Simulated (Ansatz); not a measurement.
# GeHBr (triplet): wB97M-V, B2PLYP over vertical spin and charge gaps, def2-QZVPP

Aim: run GeHBr (triplet) with these functionals over vertical spin and charge gaps, and hold them against the top wave-function level at the same points.

Program: Ansatz 0.2.0, Gaussian basis. Level of theory: def2-QZVPP, all electrons in the functionals, frozen cores in the correlation of double hybrids and RPA. These are calculated values, not measurements.

The runs, in order: wB97M-V, B2PLYP, at charge 0, triplet; charge 0, singlet; charge 0, quintet; charge 1, doublet; charge 1, quartet.

10 further runs of the same task are left out: 10 set aside as unsound or not needed.

## (1) The geometry

The geometry is a PBE0/def2-TZVP stationary point (not a proven minimum). No spin-orbit coupling is included. The filled d shell of Ge, Br may be among the frozen orbitals whatever the setting's name suggests; the logs give the count.

3 atoms, charge 0, spin multiplicity 3.

Atoms are counted from 1 here; the program's logs count them from 0.

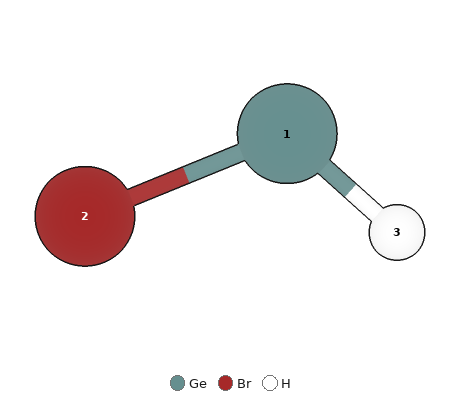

The geometry (germanium teal, bromine red, hydrogen white); atoms are numbered from 1 in the order of the file.

No dispersion term is added; wB97M-V holds VV10 nonlocal correlation.

The geometry shown and the zero of energy belong to the point charge 0, triplet. The yardstick, RCCSD(T), and other wave-function levels (R restricted, U unrestricted, valence and pair active spaces) come from earlier runs.

## (2) wB97M-V, charge 0, triplet

in.yaml

```yaml
crystal:
  periodic: [false, false, false]
  atoms:
    - {symbol: Ge, position_ang: [0.000000, -0.482260, 0.527082]}
    - {symbol: Br, position_ang: [0.000000, -0.416051, -1.771802]}
    - {symbol: H, position_ang: [0.000000, 0.898312, 1.244719]}
basis:
  gaussian: {orbitals: "def2-QZVPP.json"}
magnetization: {spin_polarized: true, initial_magnetization: 2}
hamiltonian: {xc: {name: wB97M-V}}
output: {orbitals: {seedname: orbitals}}
```

Launch:

```
$ ansatz run in.yaml --threads 1 --pin off --events-out ev --progress --plain --max-ram 2393MiB
```

Standard output, shortened:

```text
Functional definition: wB97M-V
  name "wB97M-V"
  cite "Mardirossian & Head-Gordon, J. Chem. Phys. 144, 214110 (2016) doi:10.1063/1.4952647"
  cite "Becke, J. Chem. Phys. 107, 8554 (1997) doi:10.1063/1.475007"
  cite "Vydrov & Van Voorhis, J. Chem. Phys. 133, 244103 (2010) doi:10.1063/1.3521275"
  # Of w^i u^j: cxij and so on, Table III.
[...]
  gx(w, u) = 1 - cx + cx01*u + cx10*w
  gss(w, u) = css00 + css04*u^4 + css10*w + css20*w^2 + css43*w^4*u^3
  gos(w, u) = cos00 + cos10*w + (cos20 + cos21*u)*w^2 + (cos60 + cos61*u)*w^6
[...]
      + integral(e_c_pw_mod_opposite_spin*gos(b97_w_opposite, b97_u_opposite)) + vv10(b, c)
1122 factors; their error is unknown
154 factors; integrals over basis functions are off by at most 8.0e-5 eV
[...]
mean field -126574.97794641 eV, -4651.5446439289 hartree, gradient 3.5e-5 eV, S^2 2.004381; 0 other end points of the search recorded, 0 dependent functions left out
reference -126574.97798443 eV, -4651.5446453263 hartree; 35, 33 occupied and 173, 175 virtual orbitals, 1122 factors
Total energy: -126574.97798443 eV, -4651.5446453263 hartree
```

Run time: 41 s. Hardware: 1 thread of Arm Neoverse V2, shared host; peak memory 0.75 GiB.

From the report: ⟨S²⟩ of the determinant 2.004 (pure triplet: 2.00).

## (3) wB97M-V, charge 0, singlet

Edit in.yaml of step 2 so:

```diff
@@ -8,3 +8,3 @@
   gaussian: {orbitals: "def2-QZVPP.json"}
-magnetization: {spin_polarized: true, initial_magnetization: 2}
+magnetization: {spin_polarized: true, initial_magnetization: 0}
 hamiltonian: {xc: {name: wB97M-V}}
```

Launched as before.

Standard output, shortened:

```text
Functional definition: wB97M-V
  name "wB97M-V"
  cite "Mardirossian & Head-Gordon, J. Chem. Phys. 144, 214110 (2016) doi:10.1063/1.4952647"
  cite "Becke, J. Chem. Phys. 107, 8554 (1997) doi:10.1063/1.475007"
  cite "Vydrov & Van Voorhis, J. Chem. Phys. 133, 244103 (2010) doi:10.1063/1.3521275"
  # Of w^i u^j: cxij and so on, Table III.
[...]
  gx(w, u) = 1 - cx + cx01*u + cx10*w
  gss(w, u) = css00 + css04*u^4 + css10*w + css20*w^2 + css43*w^4*u^3
  gos(w, u) = cos00 + cos10*w + (cos20 + cos21*u)*w^2 + (cos60 + cos61*u)*w^6
[...]
      + integral(e_c_pw_mod_opposite_spin*gos(b97_w_opposite, b97_u_opposite)) + vv10(b, c)
1122 factors; their error is unknown
154 factors; integrals over basis functions are off by at most 8.0e-5 eV
[...]
mean field -126576.34487279 eV, -4651.5948775469 hartree, gradient 3.9e-5 eV, S^2 0.000000; 1 other end points of the search recorded, 0 dependent functions left out
reference -126576.34491216 eV, -4651.5948789939 hartree; 34, 34 occupied and 174, 174 virtual orbitals, 1122 factors
Total energy: -126576.34491216 eV, -4651.5948789939 hartree
```

Run time: 1.9 min. Hardware: 1 thread of Arm Neoverse V2, shared host; peak memory 0.79 GiB.

From the report: ⟨S²⟩ of the determinant 0.000 (pure singlet: 0.00).

From charge 0, triplet: -1.367 eV.

## (4) wB97M-V, charge 0, quintet

Edit in.yaml of step 3 so:

```diff
@@ -8,3 +8,3 @@
   gaussian: {orbitals: "def2-QZVPP.json"}
-magnetization: {spin_polarized: true, initial_magnetization: 0}
+magnetization: {spin_polarized: true, initial_magnetization: 4}
 hamiltonian: {xc: {name: wB97M-V}}
```

The command is unchanged.

Standard output, shortened:

```text
Functional definition: wB97M-V
  name "wB97M-V"
  cite "Mardirossian & Head-Gordon, J. Chem. Phys. 144, 214110 (2016) doi:10.1063/1.4952647"
  cite "Becke, J. Chem. Phys. 107, 8554 (1997) doi:10.1063/1.475007"
  cite "Vydrov & Van Voorhis, J. Chem. Phys. 133, 244103 (2010) doi:10.1063/1.3521275"
  # Of w^i u^j: cxij and so on, Table III.
[...]
  gx(w, u) = 1 - cx + cx01*u + cx10*w
  gss(w, u) = css00 + css04*u^4 + css10*w + css20*w^2 + css43*w^4*u^3
  gos(w, u) = cos00 + cos10*w + (cos20 + cos21*u)*w^2 + (cos60 + cos61*u)*w^6
[...]
      + integral(e_c_pw_mod_opposite_spin*gos(b97_w_opposite, b97_u_opposite)) + vv10(b, c)
1122 factors; their error is unknown
154 factors; integrals over basis functions are off by at most 8.0e-5 eV
[...]
mean field -126568.73608151 eV, -4651.3152596249 hartree, gradient 5.1e-6 eV, S^2 6.005004; 3 other end points of the search recorded, 0 dependent functions left out
reference -126568.73611634 eV, -4651.3152609047 hartree; 36, 32 occupied and 172, 176 virtual orbitals, 1122 factors
Total energy: -126568.73611634 eV, -4651.3152609047 hartree
```

Run time: 2.6 min. Hardware: 1 thread of Arm Neoverse V2, shared host; peak memory 0.82 GiB.

From the report: ⟨S²⟩ of the determinant 6.005 (pure quintet: 6.00).

From charge 0, triplet: +6.242 eV.

## (5) wB97M-V, charge 1, doublet

Edit in.yaml of step 4 so:

```diff
@@ -8,3 +8,4 @@
   gaussian: {orbitals: "def2-QZVPP.json"}
-magnetization: {spin_polarized: true, initial_magnetization: 4}
+total_charge: 1
+magnetization: {spin_polarized: true, initial_magnetization: 1}
 hamiltonian: {xc: {name: wB97M-V}}
```

The command is unchanged.

Standard output, shortened:

```text
Functional definition: wB97M-V
  name "wB97M-V"
  cite "Mardirossian & Head-Gordon, J. Chem. Phys. 144, 214110 (2016) doi:10.1063/1.4952647"
  cite "Becke, J. Chem. Phys. 107, 8554 (1997) doi:10.1063/1.475007"
  cite "Vydrov & Van Voorhis, J. Chem. Phys. 133, 244103 (2010) doi:10.1063/1.3521275"
  # Of w^i u^j: cxij and so on, Table III.
[...]
  gx(w, u) = 1 - cx + cx01*u + cx10*w
  gss(w, u) = css00 + css04*u^4 + css10*w + css20*w^2 + css43*w^4*u^3
  gos(w, u) = cos00 + cos10*w + (cos20 + cos21*u)*w^2 + (cos60 + cos61*u)*w^6
[...]
      + integral(e_c_pw_mod_opposite_spin*gos(b97_w_opposite, b97_u_opposite)) + vv10(b, c)
1122 factors; their error is unknown
154 factors; integrals over basis functions are off by at most 8.0e-5 eV
[...]
mean field -126567.43454816 eV, -4651.2674291563 hartree, gradient 8.5e-5 eV, S^2 0.757434; 0 other end points of the search recorded, 0 dependent functions left out
reference -126567.43459083 eV, -4651.2674307246 hartree; 34, 33 occupied and 174, 175 virtual orbitals, 1122 factors
Total energy: -126567.43459083 eV, -4651.2674307246 hartree
```

It took 40 s on 1 thread of Arm Neoverse V2, shared host; peak memory 0.72 GiB.

From the report: ⟨S²⟩ of the determinant 0.757 (pure doublet: 0.75).

From charge 0, triplet: +7.543 eV.

## (6) wB97M-V, charge 1, quartet

Edit in.yaml of step 5 so:

```diff
@@ -9,3 +9,3 @@
 total_charge: 1
-magnetization: {spin_polarized: true, initial_magnetization: 1}
+magnetization: {spin_polarized: true, initial_magnetization: 3}
 hamiltonian: {xc: {name: wB97M-V}}
```

The command is unchanged.

Standard output, shortened:

```text
Functional definition: wB97M-V
  name "wB97M-V"
  cite "Mardirossian & Head-Gordon, J. Chem. Phys. 144, 214110 (2016) doi:10.1063/1.4952647"
  cite "Becke, J. Chem. Phys. 107, 8554 (1997) doi:10.1063/1.475007"
  cite "Vydrov & Van Voorhis, J. Chem. Phys. 133, 244103 (2010) doi:10.1063/1.3521275"
  # Of w^i u^j: cxij and so on, Table III.
[...]
  gx(w, u) = 1 - cx + cx01*u + cx10*w
  gss(w, u) = css00 + css04*u^4 + css10*w + css20*w^2 + css43*w^4*u^3
  gos(w, u) = cos00 + cos10*w + (cos20 + cos21*u)*w^2 + (cos60 + cos61*u)*w^6
[...]
      + integral(e_c_pw_mod_opposite_spin*gos(b97_w_opposite, b97_u_opposite)) + vv10(b, c)
1122 factors; their error is unknown
154 factors; integrals over basis functions are off by at most 8.0e-5 eV
[...]
mean field -126563.88405575 eV, -4651.1369509669 hartree, gradient 5.9e-6 eV, S^2 3.755345; 4 other end points of the search recorded, 0 dependent functions left out
reference -126563.88409764 eV, -4651.1369525063 hartree; 35, 32 occupied and 173, 176 virtual orbitals, 1122 factors
Total energy: -126563.88409764 eV, -4651.1369525063 hartree
```

Run time: 4.6 min. Hardware: 1 thread of Arm Neoverse V2, shared host; peak memory 0.86 GiB.

From the report: ⟨S²⟩ of the determinant 3.755 (pure quartet: 3.75).

From charge 0, triplet: +11.094 eV.

## (7) B2PLYP, charge 0, triplet

in.yaml

```yaml
crystal:
  periodic: [false, false, false]
  atoms:
    - {symbol: Ge, position_ang: [0.000000, -0.482260, 0.527082]}
    - {symbol: Br, position_ang: [0.000000, -0.416051, -1.771802]}
    - {symbol: H, position_ang: [0.000000, 0.898312, 1.244719]}
basis:
  gaussian: {orbitals: "def2-QZVPP.json"}
magnetization: {spin_polarized: true, initial_magnetization: 2}
hamiltonian: {xc: {name: B2PLYP}}
correlation: {electrons: outside_noble_gas}
```

Same command.

Standard output, shortened:

```text
Functional definition: B2PLYP
  name "B2PLYP"
  cite "Grimme, J. Chem. Phys. 124, 034108 (2006) doi:10.1063/1.2148954"
  cite "Becke, Phys. Rev. A 38, 3098 (1988) doi:10.1103/PhysRevA.38.3098"
  cite "Lee, Yang & Parr, Phys. Rev. B 37, 785 (1988) doi:10.1103/PhysRevB.37.785"
[...]
1379 factors; integrals over basis functions are off by at most 1.2e-3 eV
[...]
mean field -126557.33636017 eV, -4650.8963275927 hartree, gradient 1.0e-5 eV, S^2 2.007339; 0 other end points of the search recorded, 0 dependent functions left out
28 core orbitals not correlated: weight in the atoms' cores, before any rotation towards them, 0.999 or more for the frozen orbitals, at most 0.001 for the correlated occupied ones
reference -126557.33648833 eV, -4650.8963323024 hartree; 7, 5 occupied and 173, 175 virtual orbitals, 1379 factors
second order -8.69186300 eV of doubles, -0.00000000 eV of singles
Total energy: -126559.68329134 eV, -4650.9825757223 hartree
```

It took 21 s on 1 thread of Arm Neoverse V2, shared host; peak memory 0.64 GiB.

From the report: ⟨S²⟩ of the determinant 2.007 (pure triplet: 2.00).

## (8) B2PLYP, charge 0, singlet

Edit in.yaml of step 7 so:

```diff
@@ -8,3 +8,3 @@
   gaussian: {orbitals: "def2-QZVPP.json"}
-magnetization: {spin_polarized: true, initial_magnetization: 2}
+magnetization: {spin_polarized: true, initial_magnetization: 0}
 hamiltonian: {xc: {name: B2PLYP}}
```

The command is unchanged.

Standard output, shortened:

```text
Functional definition: B2PLYP
  name "B2PLYP"
  cite "Grimme, J. Chem. Phys. 124, 034108 (2006) doi:10.1063/1.2148954"
  cite "Becke, Phys. Rev. A 38, 3098 (1988) doi:10.1103/PhysRevA.38.3098"
  cite "Lee, Yang & Parr, Phys. Rev. B 37, 785 (1988) doi:10.1103/PhysRevB.37.785"
[...]
1379 factors; integrals over basis functions are off by at most 1.2e-3 eV
[...]
mean field -126558.51293359 eV, -4650.9395658684 hartree, gradient 6.0e-6 eV, S^2 0.000000; 2 other end points of the search recorded, 0 dependent functions left out
28 core orbitals not correlated: weight in the atoms' cores, before any rotation towards them, 0.999 or more for the frozen orbitals, at most 0.001 for the correlated occupied ones
reference -126558.51306328 eV, -4650.9395706343 hartree; 6, 6 occupied and 174, 174 virtual orbitals, 1379 factors
second order -9.29713708 eV of doubles, -0.00000000 eV of singles
Total energy: -126561.02329029 eV, -4651.0318197754 hartree
```

Wall time 36 s (1 thread of Arm Neoverse V2, shared host); peak memory 0.72 GiB.

From the report: ⟨S²⟩ of the determinant 0.000 (pure singlet: 0.00).

From charge 0, triplet: -1.340 eV.

## (9) B2PLYP, charge 0, quintet

Edit in.yaml of step 8 so:

```diff
@@ -8,3 +8,3 @@
   gaussian: {orbitals: "def2-QZVPP.json"}
-magnetization: {spin_polarized: true, initial_magnetization: 0}
+magnetization: {spin_polarized: true, initial_magnetization: 4}
 hamiltonian: {xc: {name: B2PLYP}}
```

Launched as before.

Standard output, shortened:

```text
Functional definition: B2PLYP
  name "B2PLYP"
  cite "Grimme, J. Chem. Phys. 124, 034108 (2006) doi:10.1063/1.2148954"
  cite "Becke, Phys. Rev. A 38, 3098 (1988) doi:10.1103/PhysRevA.38.3098"
  cite "Lee, Yang & Parr, Phys. Rev. B 37, 785 (1988) doi:10.1103/PhysRevB.37.785"
[...]
1379 factors; integrals over basis functions are off by at most 1.2e-3 eV
[...]
mean field -126551.23338728 eV, -4650.6720474758 hartree, gradient 3.5e-8 eV, S^2 6.008909; 4 other end points of the search recorded, 0 dependent functions left out
28 core orbitals not correlated: weight in the atoms' cores, before any rotation towards them, 0.998 or more for the frozen orbitals, at most 0.001 for the correlated occupied ones
reference -126551.23351302 eV, -4650.6720520964 hartree; 8, 4 occupied and 172, 176 virtual orbitals, 1379 factors
second order -7.98982792 eV of doubles, -0.00000000 eV of singles
Total energy: -126553.39076656 eV, -4650.7513297017 hartree
```

It took 1.8 min on 1 thread of Arm Neoverse V2, shared host; peak memory 0.77 GiB.

From the report: ⟨S²⟩ of the determinant 6.009 (pure quintet: 6.00).

From charge 0, triplet: +6.293 eV.

## (10) B2PLYP, charge 1, doublet

Edit in.yaml of step 9 so:

```diff
@@ -8,3 +8,4 @@
   gaussian: {orbitals: "def2-QZVPP.json"}
-magnetization: {spin_polarized: true, initial_magnetization: 4}
+total_charge: 1
+magnetization: {spin_polarized: true, initial_magnetization: 1}
 hamiltonian: {xc: {name: B2PLYP}}
```

The command is unchanged.

Standard output, shortened:

```text
Functional definition: B2PLYP
  name "B2PLYP"
  cite "Grimme, J. Chem. Phys. 124, 034108 (2006) doi:10.1063/1.2148954"
  cite "Becke, Phys. Rev. A 38, 3098 (1988) doi:10.1103/PhysRevA.38.3098"
  cite "Lee, Yang & Parr, Phys. Rev. B 37, 785 (1988) doi:10.1103/PhysRevB.37.785"
[...]
1379 factors; integrals over basis functions are off by at most 1.2e-3 eV
[...]
mean field -126549.90450966 eV, -4650.6232121240 hartree, gradient 9.4e-6 eV, S^2 0.763551; 1 other end points of the search recorded, 0 dependent functions left out
28 core orbitals not correlated: weight in the atoms' cores, before any rotation towards them, 0.999 or more for the frozen orbitals, at most 0.000 for the correlated occupied ones
reference -126549.90464186 eV, -4650.6232169821 hartree; 6, 5 occupied and 174, 175 virtual orbitals, 1379 factors
second order -8.53488934 eV of doubles, -0.00000000 eV of singles
Total energy: -126552.20906198 eV, -4650.7079028596 hartree
```

Run time: 25 s. Hardware: 1 thread of Arm Neoverse V2, shared host; peak memory 0.63 GiB.

From the report: ⟨S²⟩ of the determinant 0.764 (pure doublet: 0.75).

From charge 0, triplet: +7.474 eV.

## (11) B2PLYP, charge 1, quartet

Edit in.yaml of step 10 so:

```diff
@@ -9,3 +9,3 @@
 total_charge: 1
-magnetization: {spin_polarized: true, initial_magnetization: 1}
+magnetization: {spin_polarized: true, initial_magnetization: 3}
 hamiltonian: {xc: {name: B2PLYP}}
```

Launched as before.

Standard output, shortened:

```text
Functional definition: B2PLYP
  name "B2PLYP"
  cite "Grimme, J. Chem. Phys. 124, 034108 (2006) doi:10.1063/1.2148954"
  cite "Becke, Phys. Rev. A 38, 3098 (1988) doi:10.1103/PhysRevA.38.3098"
  cite "Lee, Yang & Parr, Phys. Rev. B 37, 785 (1988) doi:10.1103/PhysRevB.37.785"
[...]
1379 factors; integrals over basis functions are off by at most 1.2e-3 eV
[...]
mean field -126546.58938672 eV, -4650.5013836030 hartree, gradient 1.6e-6 eV, S^2 3.760734; 5 other end points of the search recorded, 0 dependent functions left out
28 core orbitals not correlated: weight in the atoms' cores, before any rotation towards them, 0.998 or more for the frozen orbitals, at most 0.001 for the correlated occupied ones
reference -126546.58952055 eV, -4650.5013885211 hartree; 7, 4 occupied and 173, 176 virtual orbitals, 1379 factors
second order -7.19095660 eV of doubles, -0.00000000 eV of singles
Total energy: -126548.53107883 eV, -4650.5727394720 hartree
```

Run time: 84 s. Hardware: 1 thread of Arm Neoverse V2, shared host; peak memory 0.78 GiB.

From the report: ⟨S²⟩ of the determinant 3.761 (pure quartet: 3.75).

From charge 0, triplet: +11.152 eV.

## (12) The comparison

No level is safe as a reference over these points; RCCSD(T) serves as a yardstick only. It comes from earlier runs at the same points. Energies in eV, counted from charge 0, triplet; blanks weren't run or aren't comparable.

| level | triplet to singlet | triplet to quintet | ionisation to the doublet cation | ionisation to the quartet cation |
| --- | --- | --- | --- | --- |
| RCCSD(T) | -1.277 | 6.273 | 7.592 | 11.184 |
| wB97M-V | -1.367 | 6.242 | 7.543 | 11.094 |
| B2PLYP | -1.340 | 6.293 | 7.474 | 11.152 |

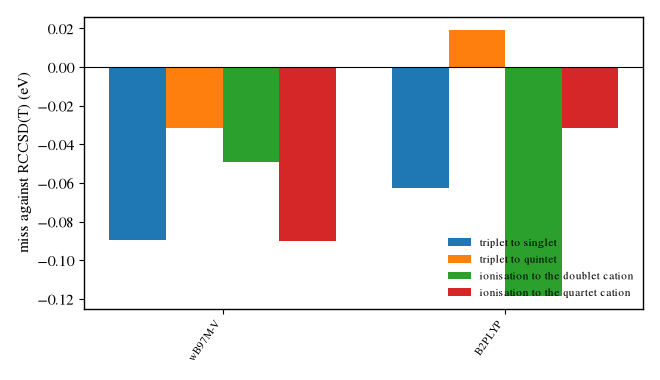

Misses of the gaps against RCCSD(T).

Largest miss and mean time a point (RCCSD(T) took 24 min a point; shared hosts):

| level | largest miss (eV) | where | time a point |
| --- | --- | --- | --- |
| wB97M-V | -0.090 | ionisation to the quartet cation | 2.1 min |
| B2PLYP | -0.118 | ionisation to the doublet cation | 54 s |

## (13) Outcome

```
                                  quantity                                         value
              triplet to singlet, RCCSD(T)                                     -1.277 eV
              triplet to quintet, RCCSD(T)                                      6.273 eV
ionisation to the doublet cation, RCCSD(T)                                      7.592 eV
ionisation to the quartet cation, RCCSD(T)                                     11.184 eV
                     largest miss, wB97M-V  -0.090 eV (ionisation to the quartet cation)
                      largest miss, B2PLYP  -0.118 eV (ionisation to the doublet cation)
```

**Reading.** Of the functionals, wB97M-V keep the smallest largest miss at the points compared (at most 0.090 eV) and B2PLYP strays most (0.118 eV, at ionisation to the doublet cation). Functionals and the yardstick converge differently with the basis, so part of each miss in def2-QZVPP is the basis. The yardstick itself may be off where one determinant is a poor start.
